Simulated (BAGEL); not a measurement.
# A workflow on C2H4AlFO (SMILES C=C[O][AlH][F])

We compute a single-point energy (HF/cc-pVDZ), then the energy (NEVPT2(2,2)/cc-pVDZ) of C2H4AlFO. 

The results are computed with BAGEL 1.2.2.

2 further runs of the same task are left out: 2 set aside as unsound or not needed.

## 1. Starting point

C2H4AlFO: 9 atoms, total charge 0, spin state singlet. As SMILES, `C=C[O][AlH][F]`. One bond was lengthened or shortened from a relaxed shape.

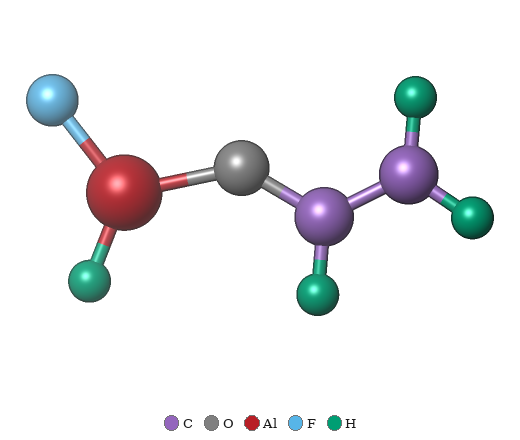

Viewed from a chosen angle; carbon purple, oxygen grey, aluminium red, fluorine blue, hydrogen teal.

## 2. The energy at HF/cc-pVDZ (density fitting with svp-jkfit) (run 1)

Input file job.json:

```json
{ "bagel" : [

{
  "title" : "molecule",
  "basis" : "cc-pvdz.json",
  "df_basis" : "svp-jkfit",
  "geometry" : [
    { "atom" : "C", "xyz" : [ -2.94509092, -0.81092305,  1.66211050 ] },
    { "atom" : "C", "xyz" : [ -1.36905933, -0.72172798, -0.28128384 ] },
    { "atom" : "O", "xyz" : [  0.93319400,  0.35428207, -0.16015240 ] },
    { "atom" : "Al", "xyz" : [  3.40968009,  0.85090210, -2.09598784 ] },
    { "atom" : "F", "xyz" : [  5.84137967,  2.32923485, -0.86804381 ] },
    { "atom" : "H", "xyz" : [ -2.44563631, -0.00703356,  3.47662553 ] },
    { "atom" : "H", "xyz" : [ -4.76999944, -1.70306276,  1.44403611 ] },
    { "atom" : "H", "xyz" : [ -1.88117511, -1.53468816, -2.10354675 ] },
    { "atom" : "H", "xyz" : [  3.44742737,  0.11187179, -4.49811509 ] }
  ]
},
{
  "title" : "hf"
},
{
  "title" : "print",
  "file" : "orbitals.molden",
  "orbitals" : true
}

]}
```

The basis set cc-pVDZ is read from a file made from the Basis Set Exchange's data (not shown).

Launch:

```bash
BAGEL_NUM_THREADS=1 BAGEL job.json > job.out
```

Log:

```text
* using 1 threads per process

  ===============================================================
  ===============================================================

  *** Geometry ***

  { "atom" : "C", "xyz" : [     -2.945091,     -0.810923,      1.662111 ] },
  { "atom" : "C", "xyz" : [     -1.369059,     -0.721728,     -0.281284 ] },
  { "atom" : "O", "xyz" : [      0.933194,      0.354282,     -0.160152 ] },
  { "atom" : "Al", "xyz" : [      3.409680,      0.850902,     -2.095988 ] },
  { "atom" : "F", "xyz" : [      5.841380,      2.329235,     -0.868044 ] },
  { "atom" : "H", "xyz" : [     -2.445636,     -0.007034,      3.476626 ] },
  { "atom" : "H", "xyz" : [     -4.769999,     -1.703063,      1.444036 ] },
  { "atom" : "H", "xyz" : [     -1.881175,     -1.534688,     -2.103547 ] },
  { "atom" : "H", "xyz" : [      3.447427,      0.111872,     -4.498115 ] },

  Number of auxiliary basis functions:      504

  Since a DF basis is specified, we compute 2- and 3-index integrals:
    o Being stored without compression. Storage requirement is 0.036 GB

  Number of basis functions:       94
  Number of electrons      :       46

    * METHOD: MOLECULE                             0.28

  *** RHF ***

  === Nuclear Repulsion ===
   202.8122209505

      * DIIS with orbital gradients will be used.

  === RHF iteration (cc-pvdz.json) ===
      0       -494.05343956          0.01674855           0.09
      1       -494.25457855          0.01120158           0.08
      2       -494.36202697          0.00150681           0.09
      3       -494.36407765          0.00053355           0.09
      4       -494.36430960          0.00013593           0.09
      5       -494.36432506          0.00004442           0.09
      6       -494.36432767          0.00002649           0.09
      7       -494.36432866          0.00000595           0.09
      8       -494.36432871          0.00000209           0.08
      9       -494.36432872          0.00000068           0.08
     10       -494.36432872          0.00000031           0.08
     11       -494.36432872          0.00000009           0.08
     12       -494.36432872          0.00000002           0.08
     13       -494.36432872          0.00000001           0.08
    * SCF iteration converged.

    * Permanent dipole moment:
           (    0.416687,     0.436806,     0.779751) a.u.

    * METHOD: HF                                   1.40

    * METHOD: PRINT                                0.02

  ===============================================================
```

It took 1.8 s on 1 thread of Arm Neoverse V1, shared host; peak memory 0.15 GiB.

## 3. A single-point energy at NEVPT2(2,2)/cc-pVDZ (density fitting with svp-jkfit) (run 2)

Input file calc.json:

```json
{ "bagel" : [

{
  "title" : "molecule",
  "basis" : "cc-pvdz.json",
  "df_basis" : "svp-jkfit",
  "geometry" : [
    { "atom" : "C", "xyz" : [ -2.94509092, -0.81092305,  1.66211050 ] },
    { "atom" : "C", "xyz" : [ -1.36905933, -0.72172798, -0.28128384 ] },
    { "atom" : "O", "xyz" : [  0.93319400,  0.35428207, -0.16015240 ] },
    { "atom" : "Al", "xyz" : [  3.40968009,  0.85090210, -2.09598784 ] },
    { "atom" : "F", "xyz" : [  5.84137967,  2.32923485, -0.86804381 ] },
    { "atom" : "H", "xyz" : [ -2.44563631, -0.00703356,  3.47662553 ] },
    { "atom" : "H", "xyz" : [ -4.76999944, -1.70306276,  1.44403611 ] },
    { "atom" : "H", "xyz" : [ -1.88117511, -1.53468816, -2.10354675 ] },
    { "atom" : "H", "xyz" : [  3.44742737,  0.11187179, -4.49811509 ] }
  ]
},
{ "title" : "hf" },
{ "title" : "nevpt2", "nstate" : 1, "nact" : 2, "nclosed" : 22, "active" : [21, 27], "maxiter" : 200, "natocc" : "true", "ncore" : 9 },
{ "title" : "print", "file" : "orbitals.molden", "orbitals" : "true" }

]}
```

The basis set cc-pVDZ is read from a file made from the Basis Set Exchange's data (not shown).

Launch:

```bash
BAGEL_NUM_THREADS=1 BAGEL calc.json > calc.out
```

Log:

```text
* using 1 threads per process

  ===============================================================
  ===============================================================

  *** Geometry ***

  { "atom" : "C", "xyz" : [     -2.945091,     -0.810923,      1.662111 ] },
  { "atom" : "C", "xyz" : [     -1.369059,     -0.721728,     -0.281284 ] },
  { "atom" : "O", "xyz" : [      0.933194,      0.354282,     -0.160152 ] },
[... 5 lines of this table left out ...]
  { "atom" : "H", "xyz" : [      3.447427,      0.111872,     -4.498115 ] },

  Number of auxiliary basis functions:      504

  Since a DF basis is specified, we compute 2- and 3-index integrals:
    o Being stored without compression. Storage requirement is 0.036 GB

  Number of basis functions:       94
  Number of electrons      :       46

    * METHOD: MOLECULE                             0.28

  *** RHF ***

[... 11 lines left out ...]
    * SCF iteration converged.
[... 1 line left out ...]
    * Permanent dipole moment:
[... 22 lines left out ...]
      0  0      -494.36436226     1.24e-05      0.02

      1  0      -494.36504442     1.64e-04      0.31
[... 19 lines of this table left out ...]
     11  0      -494.37611773     3.76e-09      0.39

    * Second-order optimization converged. *

     guess   0:   closed 1.                   open ..

  === FCI iteration ===

      0  0      -494.36420185     6.80e-02      0.00
      1  0      -494.37611649     5.26e-04      0.00
      2  0 *    -494.37611773     5.55e-16      0.00

     * ci vector, state   0, <S^2> = 0.0000
       2.     0.9961877960
       .2    -0.0872345983

  === DF-NEVPT2 calculation ===

    * 3-index integral transformation done
    * assembly done

      NEVPT2 correlation energy:   -0.6798194236      0.27

          (+0)     -0.6524246198
          (+0)'    -0.0006951639
          (+1)     -0.0075065656
          (+1)'    -0.0000000000
          (+2)     -0.0000672999
          (-1)     -0.0075591160
          (-1)'     0.0000000000
          (-2)     -0.0115666585

      NEVPT2 total energy:       -495.0559371503

    * METHOD: NEVPT2                               6.03

    * METHOD: PRINT                                0.02

  ===============================================================
```

Wall time 7.8 s (1 thread of Arm Neoverse V1, shared host); peak memory 0.15 GiB.

## 4. Outcome

```
                                quantity          value
         run 1, HF/cc-pVDZ: total energy  -494.36433 Eh
        run 1, HF/cc-pVDZ: dipole moment         2.51 D
          run 1, HF/cc-pVDZ: HOMO energy       -9.36 eV
          run 1, HF/cc-pVDZ: LUMO energy        1.98 eV
        run 1, HF/cc-pVDZ: HOMO–LUMO gap       11.34 eV
run 2, NEVPT2(2,2)/cc-pVDZ: total energy  -495.05594 Eh
```
